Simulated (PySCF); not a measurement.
# Geometry relaxation, with input and output: C3H5ClO2Si

- system: C3H5ClO2Si
- method: PBE0-D3(BJ)/def2-SVP geometry optimisation, gas phase (PySCF 2.14.0)

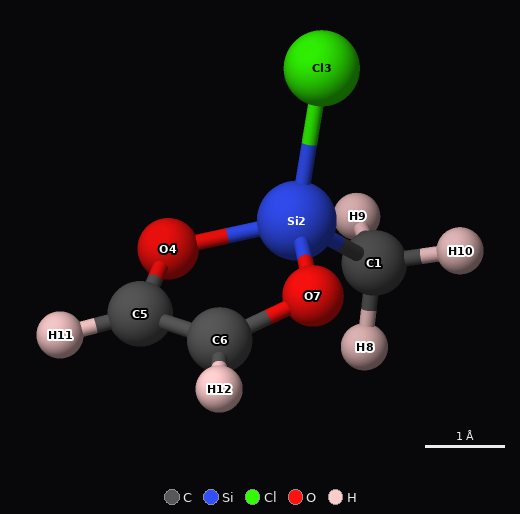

Fig. 1: The input geometry (ball-and-stick view, seen at a tilt; atoms are numbered from 1 in the order of the input).

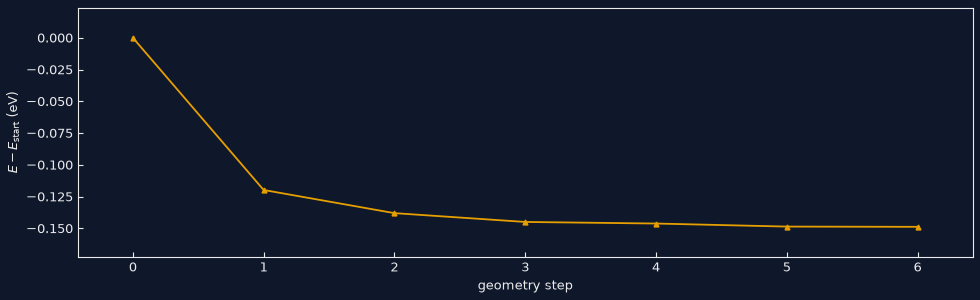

Fig. 2: Progress of the relaxation, step by step (steps are counted from 0).

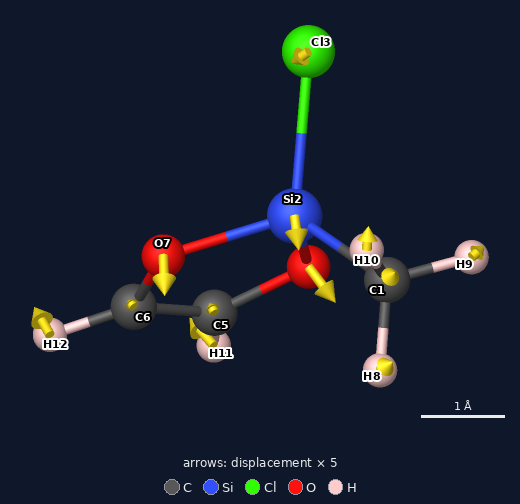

Fig. 3: The starting structure with the displacements as yellow arrows, magnified 5 times (ball-and-stick view, seen at a tilt). The two geometries are laid on each other by the best rigid fit. After 6 geometry steps the energy has fallen by 0.149 eV. The largest force component goes from 1.5 to 0.019 eV/Å. The largest moves after the best rigid fit, 0.11 Å, are those of O4, O7 and H11. Largest moves by element: O 0.11 Å, H 0.11 Å, Si 0.09 Å, Cl 0.06 Å, C 0.05 Å. Among the contacts that change: Si2–Cl3 2.007 → 2.058 Å, O4–C5 1.336 → 1.375 Å, C5–H11 1.057 → 1.089 Å, C1–H9 1.075 → 1.100 Å. Among the angles that change: Si2–O4–C5 110.4° → 107.3°, H9–C1–H10 105.1° → 108.1°, Si2–C1–H8 113.0° → 110.1°. (Atoms are counted from 1 in the order of the input.)

The input that produced these results follows, with the program's output.

## Input file
```
{"job": {"xc": "PBE0", "basis": "def2-SVP", "d3": "d3bj", "grid": 1, "shake": 0.01, "kind": "geom"}, "charge": 0, "multiplicity": 1}
C     -1.950350     0.299040    -0.384550
Si    -0.426550    -0.141530     0.584310
Cl    -0.900230    -0.671170     2.460800
O      0.554070    -1.282280    -0.160140
C      1.759790    -0.765380    -0.412050
C      1.890690     0.506990    -0.017150
O      0.772500     1.024390     0.553940
H     -1.726960     0.623970    -1.413560
H     -2.658540    -0.509400    -0.406000
H     -2.490040     1.145860     0.102000
H      2.466110    -1.412520    -0.858090
H      2.749200     1.153750    -0.073130
```

The first line tells a small driver script what to run in PySCF; the rest is the geometry in Å.

Launch command:
```bash
OMP_NUM_THREADS=1 python <driver script> task.json out
```

## What the program printed
```
step   0  E = -1016.58302286  max force = 0.029537
step   1  E = -1016.58742592  max force = 0.010196
step   2  E = -1016.58809570  max force = 0.005011
step   3  E = -1016.58835042  max force = 0.003237
step   4  E = -1016.58839614  max force = 0.003990
step   5  E = -1016.58848463  max force = 0.000895
step   6  E = -1016.58849160  max force = 0.000369
optimisation converged
```

## Trajectory as extended XYZ (Å, eV, eV/Å), 7 frames, from step=0 to step=6
```
12
Properties=species:S:1:pos:R:3:forces:R:3 step=0 energy=-27662.63306
C    -1.9504    0.2990   -0.3846    0.2256   1.1600   0.4221
Si   -0.4265   -0.1415    0.5843   -0.0658   0.3177  -1.1593
Cl   -0.9002   -0.6712    2.4608   -0.2780  -0.2581   0.8528
O     0.5541   -1.2823   -0.1601   -1.5189  -1.2290   0.0200
C     1.7598   -0.7654   -0.4121    0.3112   1.1720   0.4064
C     1.8907    0.5070   -0.0171    0.3248  -0.2777  -0.1595
O     0.7725    1.0244    0.5539   -0.4013   0.8206   0.3347
H    -1.7270    0.6240   -1.4136    0.1645  -0.1701   0.0836
H    -2.6585   -0.5094   -0.4060   -0.4882  -0.8210  -0.0863
H    -2.4900    1.1459    0.1020    0.3413  -0.2917  -0.0739
H     2.4661   -1.4125   -0.8581    0.9808  -0.6693  -0.5733
H     2.7492    1.1538   -0.0731    0.4041   0.2465  -0.0673
12
Properties=species:S:1:pos:R:3:forces:R:3 step=1 energy=-27662.75287
C    -2.0100    0.3869   -0.1650   -0.0908  -0.2301  -0.2875
Si   -0.3933   -0.1837    0.4976   -0.1621   0.1531   0.5243
Cl   -0.7723   -0.8013    2.4401    0.1611   0.0077  -0.1655
O     0.5057   -1.3369   -0.3265    0.1767   0.0467  -0.2001
C     1.7593   -0.7991   -0.5588   -0.0582  -0.2722  -0.0062
C     1.9104    0.4634   -0.1416   -0.0453   0.0828   0.0689
O     0.7931    1.0130    0.4390    0.0861   0.0021  -0.0341
H    -1.9077    0.7994   -1.1795   -0.0071  -0.0041   0.0083
H    -2.7465   -0.4348   -0.1797    0.0998   0.0697  -0.0083
H    -2.3980    1.1666    0.5034    0.0002   0.0860   0.0483
H     2.4987   -1.4513   -1.0307   -0.1351   0.0920   0.0495
H     2.7973    1.0939   -0.2050   -0.0254  -0.0336   0.0025
12
Properties=species:S:1:pos:R:3:forces:R:3 step=2 energy=-27662.77110
C    -2.0099    0.3831   -0.1768    0.0026  -0.0378  -0.0580
Si   -0.3943   -0.1631    0.5157   -0.1056   0.0465   0.2577
Cl   -0.7356   -0.8049    2.4512    0.0845   0.0391  -0.1069
O     0.4876   -1.3169   -0.3309    0.0615  -0.0168  -0.1524
C     1.7456   -0.7983   -0.5567   -0.1473  -0.0515   0.0785
C     1.9113    0.4591   -0.1264    0.0681   0.0380  -0.0325
O     0.8027    1.0237    0.4540   -0.0052  -0.0283   0.0172
H    -1.8993    0.7853   -1.1942    0.0252  -0.0061   0.0081
H    -2.7324   -0.4466   -0.1922    0.0220  -0.0051   0.0058
H    -2.4130    1.1696    0.4795   -0.0171   0.0139  -0.0272
H     2.4682   -1.4518   -1.0425    0.0031   0.0100   0.0030
H     2.8059    1.0769   -0.1872    0.0081  -0.0020   0.0068
12
Properties=species:S:1:pos:R:3:forces:R:3 step=3 energy=-27662.77803
C    -2.0086    0.3800   -0.1855    0.0262   0.0918   0.1050
Si   -0.3976   -0.1439    0.5346    0.0111   0.0422   0.0016
Cl   -0.6893   -0.8045    2.4626    0.0048   0.0268   0.0039
O     0.4564   -1.2959   -0.3478    0.0275   0.0739  -0.0189
C     1.7188   -0.7929   -0.5521    0.1335  -0.0610  -0.0887
C     1.9180    0.4579   -0.1135   -0.1597  -0.1665  -0.0121
O     0.8143    1.0290    0.4713   -0.0904   0.1037   0.0818
H    -1.8772    0.7652   -1.2064    0.0295  -0.0111  -0.0089
H    -2.7150   -0.4611   -0.2021   -0.0263  -0.0385   0.0012
H    -2.4366    1.1754    0.4455   -0.0251  -0.0256  -0.0498
H     2.4281   -1.4504   -1.0480    0.0755  -0.0368  -0.0264
H     2.8256    1.0571   -0.1655   -0.0064   0.0009   0.0114
12
Properties=species:S:1:pos:R:3:forces:R:3 step=4 energy=-27662.77927
C    -2.0082    0.3827   -0.1842    0.0021   0.0741   0.1124
Si   -0.3989   -0.1299    0.5447    0.0520  -0.0840  -0.1565
Cl   -0.6610   -0.7963    2.4701   -0.0282  -0.0039   0.0654
O     0.4432   -1.2782   -0.3624   -0.1238  -0.0860   0.0186
C     1.7140   -0.7986   -0.5607   -0.1049   0.1794   0.0724
C     1.9083    0.4480   -0.1074    0.2052   0.0415  -0.0289
O     0.8153    1.0369    0.4824   -0.0070  -0.0681  -0.0325
H    -1.8608    0.7559   -1.2074    0.0122  -0.0137  -0.0189
H    -2.7040   -0.4678   -0.2029   -0.0256  -0.0206  -0.0111
H    -2.4570    1.1815    0.4265   -0.0133  -0.0208  -0.0225
H     2.4238   -1.4563   -1.0584    0.0206  -0.0093  -0.0001
H     2.8221    1.0382   -0.1471    0.0107   0.0114   0.0017
12
Properties=species:S:1:pos:R:3:forces:R:3 step=5 energy=-27662.78168
C    -2.0102    0.3833   -0.1796    0.0036   0.0256   0.0460
Si   -0.3978   -0.1365    0.5384    0.0203  -0.0157  -0.0445
Cl   -0.6703   -0.7952    2.4683   -0.0041   0.0005   0.0211
O     0.4475   -1.2856   -0.3613   -0.0335  -0.0009  -0.0107
C     1.7159   -0.7960   -0.5625    0.0010   0.0199   0.0167
C     1.9139    0.4501   -0.1111    0.0180  -0.0024  -0.0148
O     0.8152    1.0325    0.4749   -0.0066  -0.0044   0.0099
H    -1.8679    0.7575   -1.2036    0.0049  -0.0087  -0.0067
H    -2.7108   -0.4642   -0.1974   -0.0037  -0.0070  -0.0056
H    -2.4532    1.1812    0.4355   -0.0055  -0.0058  -0.0113
H     2.4283   -1.4540   -1.0573    0.0054  -0.0043   0.0012
H     2.8263    1.0430   -0.1510    0.0003   0.0033  -0.0013
12
Properties=species:S:1:pos:R:3:forces:R:3 step=6 energy=-27662.78187
C    -2.0107    0.3849   -0.1757    0.0006   0.0080   0.0175
Si   -0.3970   -0.1363    0.5377    0.0062  -0.0024  -0.0190
Cl   -0.6661   -0.7952    2.4687    0.0007  -0.0010   0.0115
O     0.4446   -1.2844   -0.3661   -0.0131   0.0049   0.0007
C     1.7146   -0.7964   -0.5644    0.0122   0.0044  -0.0070
C     1.9147    0.4494   -0.1134   -0.0045  -0.0076   0.0047
O     0.8166    1.0320    0.4740   -0.0015   0.0033   0.0006
H    -1.8683    0.7568   -1.2007    0.0000  -0.0041  -0.0018
H    -2.7109   -0.4634   -0.1938   -0.0001  -0.0021  -0.0020
H    -2.4552    1.1830    0.4376   -0.0006  -0.0011  -0.0035
H     2.4269   -1.4557   -1.0578   -0.0001  -0.0019  -0.0010
H     2.8276    1.0414   -0.1528    0.0002  -0.0003  -0.0006
```

## Summary

| quantity | value |
| --- | --- |
| outcome | converged |
| total energy | −1016.588492 hartree |
| dipole moment | 1.61 D |
| point group | Cs |
| hardware | 1 CPU thread, shared host |
| wall time | 54 s |
| peak memory | 0.52 GiB |
